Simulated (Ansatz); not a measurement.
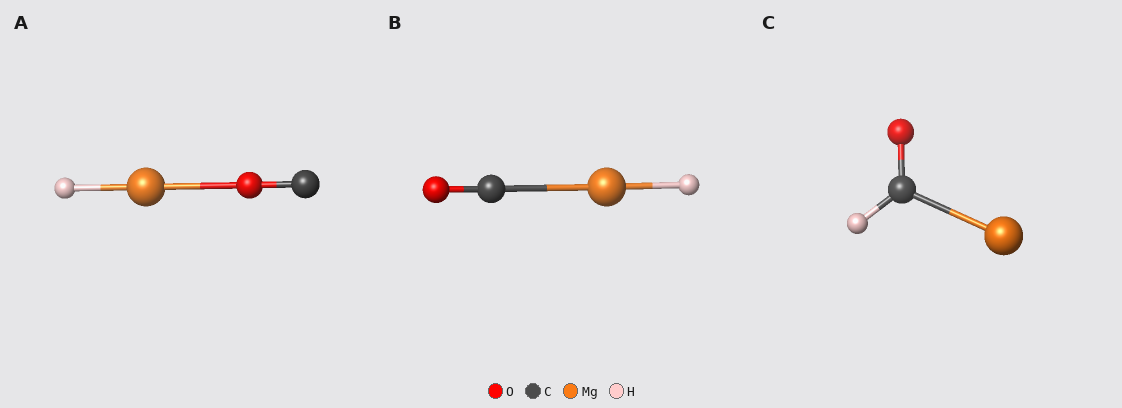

3 stationary structures of one formula. The species has charge +1 and is a spin singlet. Geometries: PBE0-D4/def2-TZVP. Electronic energies: RHF-CCSD(T) (frozen core)/def2-TZVPP (Ansatz 0.2.0), without zero-point energy. No frequency run is at hand to confirm each as a minimum.

> Which is lowest in energy, and by how much?

B is lowest (C∞v); A lies 6.7 kcal/mol above it (C∞v), C lies 19.7 kcal/mol above it (Cs).
